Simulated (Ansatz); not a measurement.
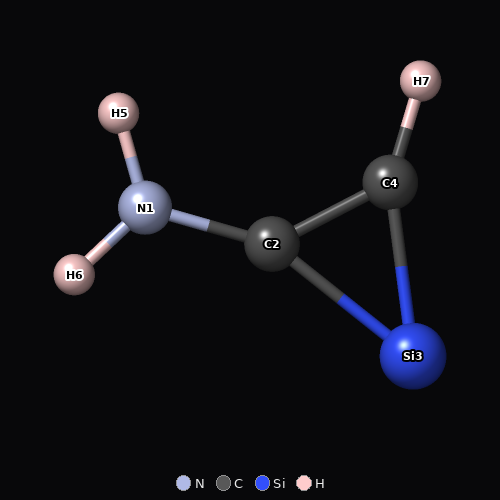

The system is C₂H₃NSi; the picture shows the reference structure. The first coordinate is: bond length N1–H5; the second: angle H5–N1–H6. Nothing is relaxed (all other coordinates rigid). The grid has 15 × 15 points. Energies are in eV, from the lowest grid point. Computed with Ansatz 0.2.0, RHF/def2-TZVP.

Its coordinates:

```yaml
atoms:
  - { symbol: N, position_ang: [-0.5735, 1.0324, -0.0739] }
  - { symbol: C, position_ang: [0.1125, -0.0303, 0.3549] }
  - { symbol: Si, position_ang: [1.0023, -1.0912, 1.5377] }
  - { symbol: C, position_ang: [0.5814, -1.1779, -0.1832] }
  - { symbol: H, position_ang: [-0.8714, 1.1111, -1.0167] }
  - { symbol: H, position_ang: [-0.8003, 1.7700, 0.5447] }
  - { symbol: H, position_ang: [0.5489, -1.6142, -1.1635] }
```

Range: bond length N1–H5 from 0.833 to 1.289 Å; angle H5–N1–H6 from 92.8 to 142.8°.

Question: What will the energy surface look like?

Answer: The lowest grid point is at bond length N1–H5 = 0.996 Å, angle H5–N1–H6 = 117.8°. It is the only kind of minimum in the scanned range. The highest grid point, bond length N1–H5 = 1.289 Å, angle H5–N1–H6 = 142.8°, lies 1.96 eV above the lowest. Round the minimum the two coordinates are nearly uncoupled.

```csv
"angle H5–N1–H6 ↓, bond length N1–H5 →",0.833,0.866,0.898,0.931,0.964,0.996,1.029,1.061,1.094,1.126,1.159,1.192,1.224,1.257,1.289
142.8,1.64,1.26,1.00,0.82,0.73,0.71,0.74,0.81,0.92,1.05,1.20,1.38,1.56,1.76,1.96
139.2,1.45,1.06,0.80,0.63,0.54,0.52,0.55,0.62,0.73,0.86,1.02,1.20,1.38,1.58,1.78
135.7,1.29,0.90,0.64,0.47,0.38,0.36,0.39,0.47,0.58,0.71,0.87,1.05,1.23,1.44,1.64
132.1,1.15,0.77,0.51,0.34,0.25,0.23,0.26,0.34,0.45,0.58,0.74,0.92,1.11,1.31,1.52
128.5,1.05,0.66,0.40,0.24,0.15,0.13,0.16,0.23,0.35,0.48,0.64,0.82,1.01,1.22,1.42
124.9,0.98,0.59,0.33,0.16,0.08,0.06,0.09,0.16,0.27,0.41,0.57,0.75,0.94,1.15,1.35
121.4,0.93,0.55,0.29,0.12,0.03,0.01,0.05,0.12,0.23,0.37,0.53,0.71,0.90,1.11,1.31
117.8,0.92,0.53,0.28,0.11,0.02,0.00,0.03,0.11,0.22,0.35,0.52,0.70,0.88,1.09,1.30
114.2,0.94,0.55,0.29,0.12,0.04,0.01,0.05,0.12,0.23,0.36,0.53,0.71,0.89,1.10,1.30
110.7,0.98,0.60,0.34,0.17,0.08,0.06,0.09,0.16,0.27,0.40,0.56,0.74,0.93,1.13,1.34
107.1,1.06,0.67,0.41,0.24,0.15,0.13,0.16,0.23,0.34,0.47,0.63,0.81,0.99,1.19,1.40
103.5,1.16,0.77,0.51,0.34,0.25,0.23,0.25,0.32,0.43,0.56,0.72,0.90,1.08,1.28,1.48
99.9,1.30,0.91,0.64,0.47,0.38,0.35,0.38,0.45,0.55,0.68,0.84,1.01,1.19,1.39,1.59
96.4,1.45,1.06,0.80,0.62,0.53,0.50,0.53,0.59,0.70,0.82,0.98,1.15,1.33,1.52,1.72
92.8,1.64,1.25,0.98,0.81,0.71,0.68,0.70,0.77,0.87,0.99,1.15,1.31,1.49,1.68,1.88
```

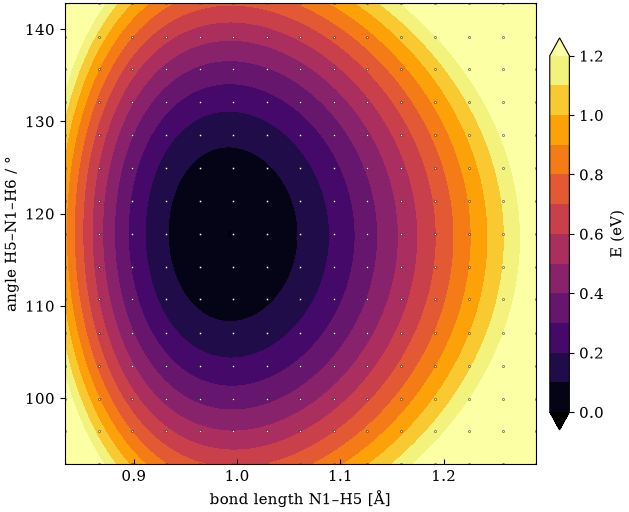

The picture shows filled contours, dots at the grid points, one colour for all values above the top of the scale. Between grid points the surface is interpolated.

Time for the 225 points that were run: 18 min on 1 thread of Arm Neoverse N1 (shared host).
